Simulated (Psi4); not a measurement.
# AlH3 (SMILES [AlH3]) at BP86/pcseg-3 (density fitting, sweep point 4)

What is the vertical electron affinity of AlH3 at BP86/pcseg-3 (density fitting, sweep point 4)? 

The calculation is run with Psi4 1.11.

### Step 1. The structure to begin with

AlH3 has 4 atoms, charge 0, and is taken as a singlet. SMILES: `[AlH3]`. Geometry: relaxed at PBE0-D4/def2-TZVP.

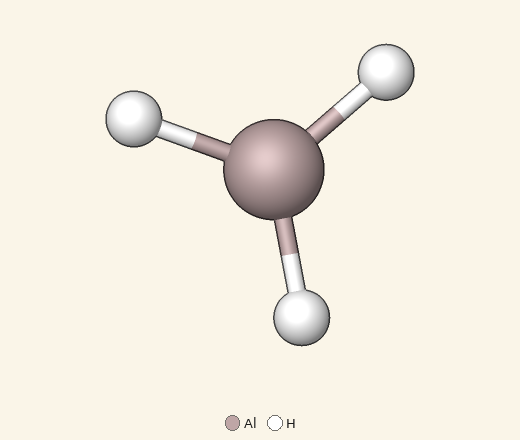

Viewed from a chosen angle; aluminium light grey, hydrogen white.

### Step 2. A single-point energy at BP86/pcseg-3 (density fitting, sweep point 4)

alh3.py

```python
import psi4

psi4.set_memory('1600 MB')
psi4.set_num_threads(1)
psi4.core.set_output_file('run.log', False)

mol = psi4.geometry("""
0 1
Al     0.013700    -0.014800    -0.005100
H      0.633200     0.670900     1.283600
H     -1.340800    -0.832000     0.105100
H      0.749400     0.115700    -1.403900
symmetry c1
""")

psi4.set_options({
    'puream': True,
    'scf_type': 'df',
    'dft_radial_points': 99,
    'dft_spherical_points': 590,
})

E = psi4.energy("bp86/pcseg-3")
print(f'bp86/pcseg-3 energy: {E:.10f} Eh')
for k, v in sorted(psi4.core.scalar_variables().items()):
    print(f'{k:45s} {v:18.10f}')
```

On the command line:

```
$ python alh3.py
```

run.log, shortened:

```text
[...]
  Running in c1 symmetry.
[...]
  Nuclear repulsion =   13.592190814956911
[...]
  Multiplicity = 1
[...]
  Nalpha       = 8
  Nbeta        = 8
[...]
    Number of basis functions: 163
[...]
   @DF-RKS iter   1:  -244.17636383966484   -3.50886e-01   1.66152e-03 DIIS/ADIIS
[...]
   @DF-RKS iter   6:  -244.23349504516955   -1.48960e-08   2.52861e-07 DIIS
[...]
    Orbital Energies [Eh]
    ---------------------
    Doubly Occupied:
       1A    -55.400618     2A     -3.937794     3A     -2.546128
       4A     -2.535357     5A     -2.535356     6A     -0.381736
       7A     -0.272742     8A     -0.272732
[...]
  @DF-RKS Final Energy:  -244.23349504516955
   => Energetics <=
    Nuclear Repulsion Energy =             13.5921908149569113
    One-Electron Energy =                -365.8262016580619616
    Two-Electron Energy =                 127.7504096476710771
    DFT Exchange-Correlation Energy =     -19.7498938497355496
    Empirical Dispersion Energy =           0.0000000000000000
    VV10 Nonlocal Energy =                  0.0000000000000000
    Total Energy =                       -244.2334950451695477
[...]
 Multipole Moments:
 ------------------------------------------------------------------------------------
     Multipole            Electronic (a.u.)      Nuclear  (a.u.)        Total (a.u.)
 ------------------------------------------------------------------------------------
 L = 1.  Multiply by 2.5417464519 to convert [e a0] to [Debye]
 Dipole X            :         -0.0010272            0.0006119           -0.0004153
 Dipole Y            :          0.0014518           -0.0008742            0.0005776
 Dipole Z            :         -0.0001300            0.0000874           -0.0000426
 Magnitude           :                                                    0.0007127
[...]
```

On the terminal:

```text
bp86/pcseg-3 energy: -244.2334950452 Eh
CURRENT ENERGY                                   -244.2334950452
CURRENT REFERENCE ENERGY                         -244.2334950452
DD SOLVATION ENERGY                                 0.0000000000
DFT FUNCTIONAL TOTAL ENERGY                      -244.2334950452
DFT TOTAL ENERGY                                 -244.2334950452
DFT VV10 ENERGY                                     0.0000000000
DFT XC ENERGY                                     -19.7498938497
GRID ELECTRONS ALPHA                                8.0000000046
GRID ELECTRONS BETA                                 8.0000000046
GRID ELECTRONS TOTAL                               16.0000000093
NUCLEAR REPULSION ENERGY                           13.5921908150
ONE-ELECTRON ENERGY                              -365.8262016581
PCM POLARIZATION ENERGY                             0.0000000000
PE ENERGY                                           0.0000000000
SCF ITERATION ENERGY                             -244.2334950452
SCF ITERATIONS                                      6.0000000000
SCF TOTAL ENERGY                                 -244.2334950452
TWO-ELECTRON ENERGY                               127.7504096477
XC GRID RADIAL POINTS                              99.0000000000
XC GRID SPHERICAL POINTS                          590.0000000000
XC GRID TOTAL POINTS                           226749.0000000000
```

Wall time 13 s (1 thread of Intel Xeon Platinum 8259CL at 2.50GHz (Skylake/Cascade Lake), shared host); peak memory 1.1 GiB.

### Step 3. The doublet anion, same level

job.py

```python
import psi4

psi4.set_memory('1600 MB')
psi4.set_num_threads(1)
psi4.set_output_file('run.log', False)

mol = psi4.geometry("""
-1 2
Al     0.013700    -0.014800    -0.005100
H      0.633200     0.670900     1.283600
H     -1.340800    -0.832000     0.105100
H      0.749400     0.115700    -1.403900
symmetry c1
""")

options = {'basis': 'pcseg-3', 'reference': 'uks', 'puream': True, 'scf_type': 'df', 'dft_radial_points': 99, 'dft_spherical_points': 590, 'maxiter': 100}
psi4.set_options(options)

energy_value = psi4.energy("BP86")
print('E =', round(energy_value, 9))
for k, v in sorted(psi4.core.scalar_variables().items()):
    print(f'{k:45s} {v:18.10f}')
```

On the command line:

```
$ python job.py
```

run.log, shortened:

```text
[...]
  Running in c1 symmetry.
[...]
  Nuclear repulsion =   13.592190814956911
[...]
  Multiplicity = 2
[...]
  Nalpha       = 9
  Nbeta        = 8
[...]
    Number of basis functions: 163
[...]
   @DF-UKS iter   1:  -244.09758494457745   -2.72107e-01   2.34624e-03 ADIIS/DIIS
[...]
   @DF-UKS iter   7:  -244.24943243291500   -1.03583e-07   6.22879e-07 DIIS
[...]
   @S^2 Observed:                7.531769138E-01
[...]
    Orbital Energies [Eh]
    ---------------------
    Alpha Occupied:
       1A    -55.172980     2A     -3.711749     3A     -2.317327
       4A     -2.310843     5A     -2.310842     6A     -0.182675
       7A     -0.077507     8A     -0.077499     9A      0.063303
    Alpha Virtual:
      10A      0.136684    11A      0.136686    12A      0.152875
      13A      0.163682    14A      0.178846    15A      0.203545
      16A      0.203550    17A      0.277965    18A      0.277971
      19A      0.318055    20A      0.338400    21A      0.338402
      22A      0.469451    23A      0.469453    24A      0.471350
      25A      0.499894    26A      0.504263    27A      0.540261
[...]
  @DF-UKS Final Energy:  -244.24943243291500
   => Energetics <=
    Nuclear Repulsion Energy =             13.5921908149569113
    One-Electron Energy =                -369.2823787701469200
    Two-Electron Energy =                 131.3363033329413270
    DFT Exchange-Correlation Energy =     -19.8955478106662937
    Empirical Dispersion Energy =           0.0000000000000000
    VV10 Nonlocal Energy =                  0.0000000000000000
    Total Energy =                       -244.2494324329150004
[...]
 Multipole Moments:
 ------------------------------------------------------------------------------------
     Multipole            Electronic (a.u.)      Nuclear  (a.u.)        Total (a.u.)
 ------------------------------------------------------------------------------------
 L = 1.  Multiply by 2.5417464519 to convert [e a0] to [Debye]
 Dipole X            :         -0.0005523            0.0006119            0.0000596
 Dipole Y            :          0.0006620           -0.0008742           -0.0002122
 Dipole Z            :          0.0000668            0.0000874            0.0001542
 Magnitude           :                                                    0.0002690
[...]
```

On the terminal:

```text
E = -244.249432433
CURRENT ENERGY                                   -244.2494324329
CURRENT REFERENCE ENERGY                         -244.2494324329
DD SOLVATION ENERGY                                 0.0000000000
DFT FUNCTIONAL TOTAL ENERGY                      -244.2494324329
DFT TOTAL ENERGY                                 -244.2494324329
DFT VV10 ENERGY                                     0.0000000000
DFT XC ENERGY                                     -19.8955478107
GRID ELECTRONS ALPHA                                9.0000159765
GRID ELECTRONS BETA                                 8.0000000260
GRID ELECTRONS TOTAL                               17.0000160025
NUCLEAR REPULSION ENERGY                           13.5921908150
ONE-ELECTRON ENERGY                              -369.2823787701
PCM POLARIZATION ENERGY                             0.0000000000
PE ENERGY                                           0.0000000000
SCF ITERATION ENERGY                             -244.2494324329
SCF ITERATIONS                                      7.0000000000
SCF TOTAL ENERGY                                 -244.2494324329
TWO-ELECTRON ENERGY                               131.3363033329
XC GRID RADIAL POINTS                              99.0000000000
XC GRID SPHERICAL POINTS                          590.0000000000
XC GRID TOTAL POINTS                           226749.0000000000
```

It took 21 s on 1 thread of Intel Xeon Platinum 8259CL at 2.50GHz (Skylake/Cascade Lake), shared host; peak memory 1.1 GiB.

### Step 4. What came out

At BP86/pcseg-3 (density fitting, sweep point 4):

| quantity | value |
| --- | --- |
| singlet AlH3: total energy | -244.23350 Eh |
| singlet AlH3: dipole moment | 0.00 D |
| singlet AlH3: HOMO energy | -7.42 eV |
| singlet AlH3: LUMO energy | -2.60 eV |
| singlet AlH3: HOMO–LUMO gap | 4.82 eV |
| doublet anion: total energy | -244.24943 Eh |
| doublet anion: HOMO energy (highest over α and β) | 1.72 eV |
| doublet anion: LUMO energy (lowest over α and β) | 2.65 eV |
| doublet anion: ⟨S²⟩ | 0.753 |
| vertical electron affinity (to the doublet anion) | 0.434 eV |

What this shows: At fixed nuclei the extra electron is bound by 0.43 eV (41.8 kJ/mol). The basis has no diffuse functions, so the error can be as large as this value. The HOMO (doublet anion) lies at positive energy, 1.72 eV, as semi-local functionals often give for anions; only total energies tell whether the electron is bound.
